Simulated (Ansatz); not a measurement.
**One shape, several levels: AlH3 (SMILES [AlH3])**

Aim: a comparison of 6 runs (HF/3-21G, PBE0/3-21G, UPBE/6-31G*, wB97M-V/6-31G*, UMP2/6-31G*, CCSD/6-31G*) of AlH3. 

The results are computed with Ansatz 0.2.0.

74 further runs of the same task are left out: 3 that didn't finish, 71 set aside as unsound or not needed.

### Step 1. The molecule

AlH3 has 4 atoms, charge 0, and is taken as a singlet. As SMILES, `[AlH3]`. The H3–Al1 distance was set to 2.379 Å, away from the relaxed value. At this shape a bond of the SMILES string is far longer than usual.

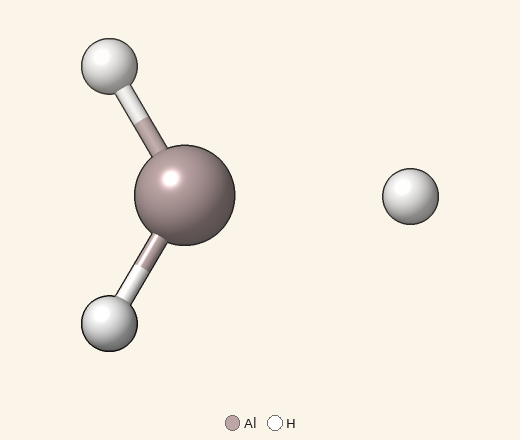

Viewed from a chosen angle; aluminium light grey, hydrogen white.

### Step 2. The energy at HF/3-21G (run 1)

molecule.yaml

```yaml
crystal:
  periodic: [false, false, false]
  atoms:
    - symbol: Al
      position_ang: [0.690918, 0.393781, -0.060197]
    - symbol: H
      position_ang: [1.310418, 1.079481, 1.228503]
    - symbol: H
      position_ang: [-1.340800, -0.832000, 0.105100]
    - symbol: H
      position_ang: [1.426618, 0.524281, -1.458997]
basis:
  gaussian:
    orbitals: 3-21G.json
hamiltonian:
  xc: hf
accuracy: high
```

The basis set 3-21G is read from a file made from the Basis Set Exchange's data (not shown).

On the command line:

```console
$ ansatz run molecule.yaml --threads 1 --pin off --max-ram 2610MiB --events-out events.jsonl --progress --plain --runs-dir runs
```

Output:

```text
Warning: RAYON_NUM_THREADS=1 ignored (pool sized by the plan → 1); use --threads N
Functional definition: HF
  name "HF"
  exchange = exact_x
  correlation = 0
369 factors; integrals over basis functions are off by at most 2.6e-9 eV
mean field evaluation 1: about -6590.5827 eV, gradient 7.6e0 eV
mean field evaluation 2: about -6590.5831 eV, gradient 7.6e0 eV
mean field evaluation 4: about -6591.0282 eV, gradient 4.2e-1 eV
mean field evaluation 8: about -6591.0298 eV, gradient 3.8e-5 eV
mean field -6591.02984157 eV, -242.2158791171 hartree, gradient 1.8e-8 eV, S^2 0.000000; 0 other end points of the search recorded, 0 dependent functions left out
reference -6591.02984157 eV, -242.2158791171 hartree; 8, 8 occupied and 11, 11 virtual orbitals, 369 factors
Total energy: -6591.02984157 eV, -242.2158791171 hartree
```

Run time: 0.08 s. Hardware: 1 thread of Arm Neoverse V2, shared host.

### Step 3. A single-point energy at PBE0/3-21G (run 2)

job.yaml

```yaml
basis:
  gaussian:
    orbitals: 3-21G.json
crystal:
  periodic: [false, false, false]
  atoms:
    - {symbol: Al, position_ang: [0.690918, 0.393781, -0.060197]}
    - {symbol: H, position_ang: [1.310418, 1.079481, 1.228503]}
    - {symbol: H, position_ang: [-1.340800, -0.832000, 0.105100]}
    - {symbol: H, position_ang: [1.426618, 0.524281, -1.458997]}
hamiltonian:
  xc: pbe0
accuracy: high
```

The basis set 3-21G is read from a file made from the Basis Set Exchange's data (not shown).

On the command line:

```console
$ ansatz run job.yaml --threads 1 --pin off --max-ram 2610MiB --events-out events.jsonl --progress --plain --runs-dir runs
```

Output:

```text
Warning: RAYON_NUM_THREADS=1 ignored (pool sized by the plan → 1); use --threads N
Functional definition: PBE0
  name "PBE0"
  parameter a = 0.25
  parameter kappa = 0.804
  parameter beta = 0.06672455060314922
  exchange = (1 - a)*pbe_x(kappa = kappa, mu = beta*pi^2/3) + a*exact_x
  correlation = pbe_c(beta = beta)
369 factors; integrals over basis functions are off by at most 2.6e-9 eV
mean field evaluation 1: about -6602.5621 eV, gradient 8.4e0 eV
mean field evaluation 2: about -6602.6791 eV, gradient 6.3e0 eV
mean field evaluation 4: about -6602.9408 eV, gradient 1.5e-1 eV
mean field evaluation 8: about -6602.9369 eV, gradient 1.6e-3 eV
mean field -6602.93691068 eV, -242.6534558363 hartree, gradient 3.8e-8 eV, S^2 0.000000; 0 other end points of the search recorded, 0 dependent functions left out
reference -6602.93691328 eV, -242.6534559317 hartree; 8, 8 occupied and 11, 11 virtual orbitals, 369 factors
Total energy: -6602.93691328 eV, -242.6534559317 hartree
```

Wall time 0.58 s (1 thread of Arm Neoverse V2, shared host).

Runs 3 to 4 aren't shown in full; the table further down has their settings and results.

### Step 4. The energy at UMP2/6-31G(d) (spherical functions) (run 5)

input.yaml

```yaml
crystal:
  periodic: [false, false, false]
  atoms:
    - {symbol: Al, position_ang: [0.690918, 0.393781, -0.060197]}
    - {symbol: H, position_ang: [1.310418, 1.079481, 1.228503]}
    - {symbol: H, position_ang: [-1.340800, -0.832000, 0.105100]}
    - {symbol: H, position_ang: [1.426618, 0.524281, -1.458997]}
basis:
  gaussian:
    orbitals: 6-31G_st_-spherical.json
magnetization:
  spin_polarized: true
correlation:
  method: mp2
  frozen_orbitals: {Al: 5, H: 0}
accuracy: high
```

The basis set 6-31G* is read from a file made from the Basis Set Exchange's data (not shown).

On the command line:

```console
$ ansatz run input.yaml --threads 1 --pin off --max-ram 2610MiB --events-out events.jsonl --progress --plain --runs-dir runs
```

Output:

```text
Warning: RAYON_NUM_THREADS=1 ignored (pool sized by the plan → 1); use --threads N
[... 4 set-up lines as earlier in the session ...]
451 factors; integrals over basis functions are off by at most 3.6e-9 eV
mean field evaluation 1: about -6626.6214 eV, gradient 6.1e0 eV
mean field evaluation 2: about -6626.6240 eV, gradient 6.2e0 eV
mean field evaluation 4: about -6627.1480 eV, gradient 3.0e-1 eV
mean field evaluation 8: about -6627.1494 eV, gradient 2.7e-5 eV
mean field evaluation 16: about -6627.1734 eV, gradient 7.8e-6 eV
mean field evaluation 32: about -6620.8203 eV, gradient 1.2e1 eV
mean field -6627.17341241 eV, -243.5441308465 hartree, gradient 4.2e-8 eV, S^2 0.175804; 5 other end points of the search recorded, 0 dependent functions left out
5 core orbitals not correlated: weight in the atoms' cores, before any rotation towards them, 1.000 or more for the frozen orbitals, at most 0.000 for the correlated occupied ones
reference -6627.17341241 eV, -243.5441308465 hartree; 3, 3 occupied and 16, 16 virtual orbitals, 451 factors
second order -1.43446419 eV of doubles, -0.00000000 eV of singles
Total energy: -6628.60787660 eV, -243.5968464331 hartree
```

Wall time 0.18 s (1 thread of Arm Neoverse V2, shared host).

### Step 5. The energy at CCSD/6-31G(d) (spherical functions) (run 6)

Changes to job.yaml since step 3:

```diff
@@ -1,4 +1,3 @@
 basis:
-  gaussian:
-    orbitals: 3-21G.json
+  gaussian: {orbitals: 6-31G_st_-spherical.json}
 crystal:
@@ -10,4 +9,5 @@
     - {symbol: H, position_ang: [1.426618, 0.524281, -1.458997]}
-hamiltonian:
-  xc: pbe0
+total_charge: 0
+correlation: {method: ccsd, frozen_orbitals: {Al: 5, H: 0}}
 accuracy: high
+scf: {omitted_lower_state_checks: [cluster_reference, increment]}
```

The basis set 6-31G* is read from a file made from the Basis Set Exchange's data (not shown).

On the command line:

```console
$ ansatz run job.yaml --threads 1 --pin off --max-ram 2610MiB --events-out events.jsonl --progress --plain --runs-dir runs
```

Output, cut to the lines that bear on the results:

```text
Warning: RAYON_NUM_THREADS=1 ignored (pool sized by the plan → 1); use --threads N
[... 2 set-up lines as earlier in the session ...]
[...]
451 factors; integrals over basis functions are off by at most 3.6e-9 eV
[...]
mean field -6627.14943095 eV, -243.5432495442 hartree, gradient 2.4e-8 eV, S^2 0.000000; 0 other end points of the search recorded, 0 dependent functions left out; unrestricted orbitals would lower it
5 core orbitals not correlated: weight in the atoms' cores, before any rotation towards them, 1.000 or more for the frozen orbitals, at most 0.000 for the correlated occupied ones
reference -6627.14943095 eV, -243.5432495442 hartree; 3, 3 occupied and 16, 16 virtual orbitals, 451 factors
second order -1.57552768 eV of doubles, -0.00000000 eV of singles
cycle   1  -1.99858622 eV  change   -4.2e-1 eV  update   7.3e-2
[...]
cycle  23  -2.29852395 eV  change  -3.7e-10 eV  update  5.3e-10
Total energy: -6629.44795490 eV, -243.6277187413 hartree
Checks for a lower state left out: cluster_reference, increment
```

It took 0.18 s on 1 thread of Arm Neoverse V2, shared host.

### Step 6. Overview of the runs

| run | level | frozen core orbitals | energy (Eh) | wall time |
| --- | --- | --- | --- | --- |
| 1 | HF/3-21G | – | -242.215879 | 0.08 s |
| 2 | PBE0/3-21G | – | -242.653456 | 0.58 s |
| 3 | UPBE/6-31G* (spherical functions) | – | -243.964181 | 1.1 s |
| 4 | wB97M-V/6-31G* (spherical functions) | – | -244.076671 | 8.7 s |
| 5 | UMP2/6-31G* (spherical functions) | 5 | -243.596846 | 0.18 s |
| 6 | CCSD/6-31G* (spherical functions) | 5 | -243.627719 | 0.18 s |

### Step 7. Outcome

| quantity | value |
| --- | --- |
| run 6: total energy | -243.62772 Eh |
| run 6: correlation energy (5 core orbitals frozen) | -84.5 mEh |
| run 6: T1 diagnostic | 0.023 |

What this shows: Totals of different functionals can't be ranked against each other. In run 6 the log says that unrestricted orbitals would lower the reference, so the values rest on an unstable closed-shell determinant (other closed-shell runs at this shape may share the fault). Spin contamination of the reference: run 5 ⟨S²⟩ = 0.18. All runs together took 11 s, the longest 8.7 s.
